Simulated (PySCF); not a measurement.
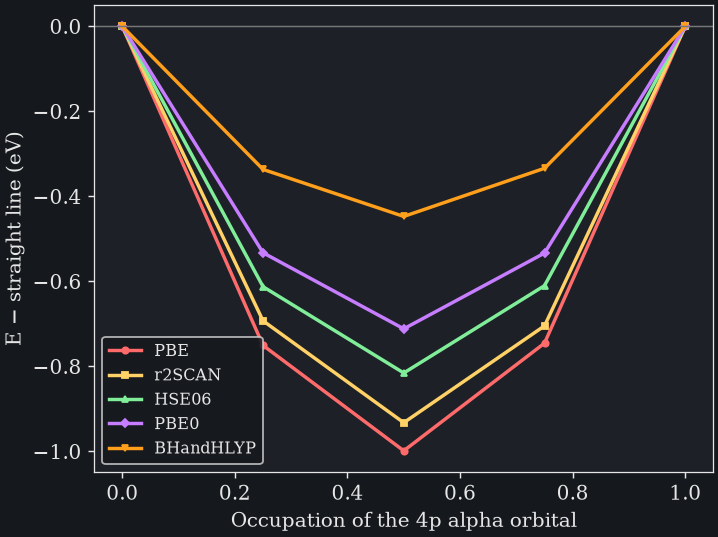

One 4p alpha orbital of neutral arsenic ([Ar] 3d¹⁰ 4s² 4p³) is emptied in steps. The plot gives the energy less the straight line between the integer ends. PySCF, aug-cc-pVTZ-PP with a 10-electron core potential, unrestricted single determinants, no spin-orbit coupling.

Question: What do the curves say about each method?

Answer: PBE: convex (delocalisation error), largest departure −1.0 eV, removal energy 9.844 eV; r2SCAN: convex (delocalisation error), largest departure −0.93 eV, removal energy 10.06 eV; HSE06: convex (delocalisation error), largest departure −0.82 eV, removal energy 9.895 eV; PBE0: convex (delocalisation error), largest departure −0.71 eV, removal energy 9.914 eV; BHandHLYP: convex (delocalisation error), largest departure −0.45 eV, removal energy 9.708 eV. The measured removal energy is 9.789 eV. The exact energy is a straight line between whole electron numbers.
